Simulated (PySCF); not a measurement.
# F₂H₂Si, SMILES `F[SiH2]F`: electronic structure

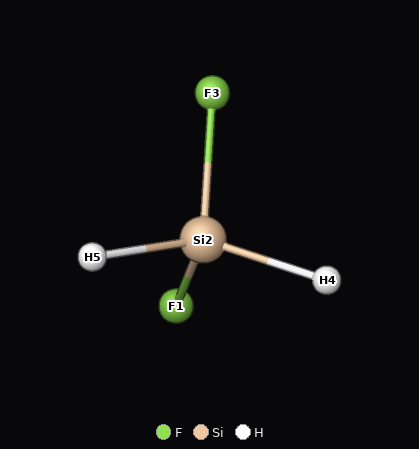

The molecule, with its atoms numbered as below. No frequency check shows the geometry to be a minimum.

Coordinates in Å:

```
F1       1.2472    0.5091    0.0003
Si2      0.0000   -0.4835    0.0000
F3      -1.2472    0.5091   -0.0003
H4      -0.0024   -1.1972    1.2539
H5       0.0024   -1.1972   -1.2539
```

## 1. Bonding charge

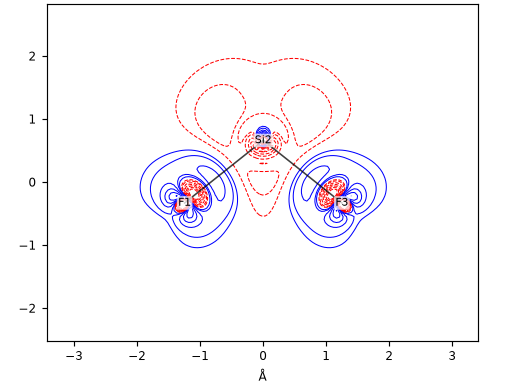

Deformation density (molecule less spherical, spin-averaged free atoms) in the plane of F1, Si2 and F3; contours at ±0.05 to ±0.8 e/Å³; solid blue lines: gain, dashed red lines: loss.

Method: r2SCAN/def2-SVPD; geometry: GFN2-xTB; program: PySCF.

How much density has each bond in this plane gained at its critical point, relative to the free atoms?

Answer. F1–Si2 and Si2–F3: −0.01 e/Å³ at the bond critical point (bond length 1.59 Å); up to 0.6 Å beside the axis the gain reaches +0.26 e/Å³. In all, 1.2 electrons gather in the regions of gain relative to the promolecule. A small or negative value marks a very polar bond, one between electron-rich atoms, whose free-atom densities already overlap strongly, a long bond to a heavier atom, or a closed-shell contact such as a hydrogen bond.

Where do the Hirshfeld charges lie?

Answer. The highest Hirshfeld charge is on Si2 (+0.52 e), the lowest on F1 and F3 (−0.20 e).

## 2. Local ionisation energy

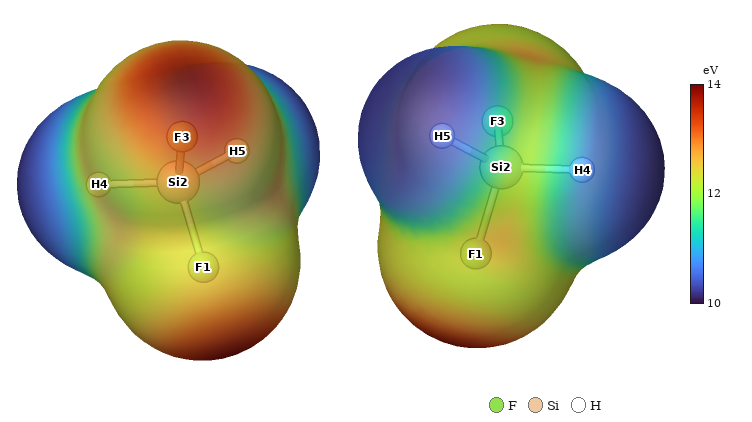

Average local ionisation energy on the surface of electron density 0.001 a.u. (back view left, front view right).

Where are the most loosely bound electrons on this surface?

Answer. The lowest value is 10.2 eV, 1.4 Å from H4, and at like points elsewhere. Further minima include 12.3 eV, 1.7 Å from F1, and at like points elsewhere. For comparison, the highest occupied orbital lies at −9.0 eV.

## 3. In an electric field

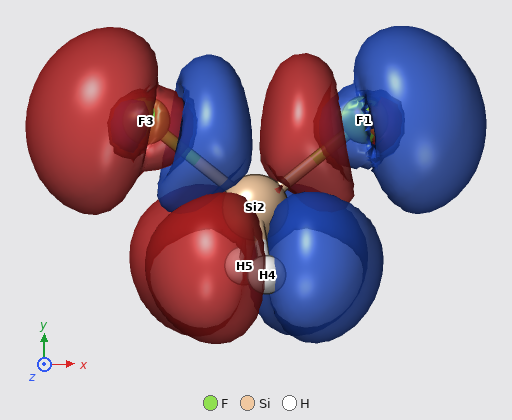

Change of the electron density in a uniform field of 0.41 V/Å, surfaces at ±0.0015 e/Å³ (blue: gain, red: loss).

Method: B3LYP/def2-SVPD; geometry: GFN2-xTB; program: PySCF.

The field was applied in both directions; the picture shows the one opposite to the script's first.

Along which Cartesian direction does the field point?

Answer. Along −x: electrons gather on the +x side, against the field.

What dipole is induced, and what polarisability does it imply?

Answer. The induced dipole is 0.51 D (along the field); α along this axis, from the fields in both directions, is 25 bohr³ (3.7 Å³).

## 4. Removing or adding an electron

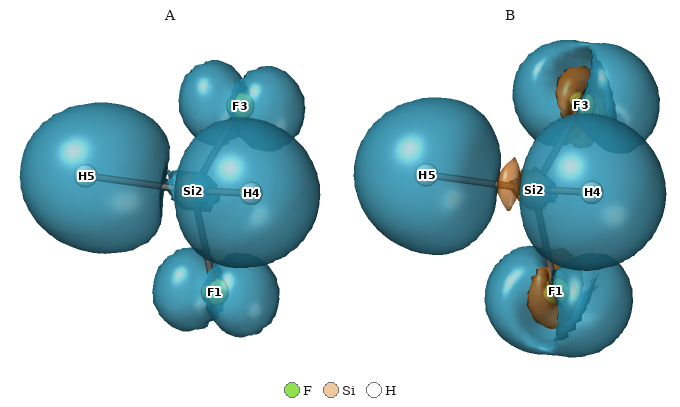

The Fukui function f⁻ from two separate SCF calculations and the density of the HOMO, at ±0.02 e/Å³ (light blue positive, orange negative).

Computed with PySCF, PBE0/def2-SVPD, geometry: GFN2-xTB.

Which panel is which, and how good is the frozen-orbital picture?

Answer. B is f⁻ (it has negative regions), A the HOMO density. The HOMO lies on Si2 (31 %), H4 and H5 (23 % each) and F1 and F3 (12 % each); f⁻ (Hirshfeld-condensed) is largest on Si2 (0.27), H4 and H5 (0.21 each) and F1 and F3 (0.15 each); the vertical ionisation energy is 12.90 eV. Relaxation shifts 7 % of the electron between atoms. The orbital energy is −10.19 eV.

The PySCF runs shown took 3.5 s, 4.1 s and 18 s on 1 thread of AMD EPYC 9R45 96-Core Processor (Zen 5), on a shared host.
